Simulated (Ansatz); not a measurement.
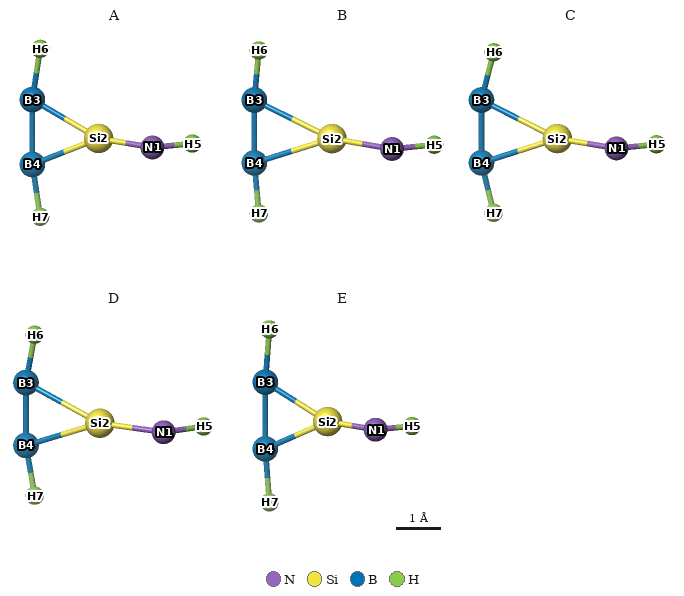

5 geometries from one relaxation of B₂SiNH₃, in shuffled order. A ball-and-stick model, seen at a tilt.

It is one of the separated reactants of a reaction.

All numbers below come from RKS PBE-D4/def2-SVP in Ansatz 0.2.0. Settings: force threshold 0.03 eV/Å; at most 250 steps.

Q: Put them in the order of the run, from the start to the converged end.

A: E, A, C, D, B. They are steps 0, 1, 2, 3, 7, at +687.9 kJ/mol, +187.6 kJ/mol, +14.1 kJ/mol, +6.20 kJ/mol relative to the last. The largest move after the best rigid fit is that of H5, 0.53 Å. Largest moves by element: H 0.53 Å, N 0.42 Å, B 0.27 Å, Si 0.10 Å. Near-neighbour distances that change, for instance: Si2–H5 1.969 → 2.397 Å, N1–Si2 1.275 → 1.604 Å, Si2–B3 1.708 → 2.016 Å, N1–H5 0.883 → 1.025 Å. Among the angles between lasting bonds that change: B3–Si2–B4 55.9° → 43.9°, Si2–B3–H6 113.5° → 106.8°, Si2–B3–B4 62.1° → 68.0°. Over 7 geometry steps the energy falls by 687.9 kJ/mol. Largest force component: 23 eV/Å at the start, 0.026 eV/Å at the end. Cost: 10 s on 2 threads of Arm Neoverse V1 (shared host).
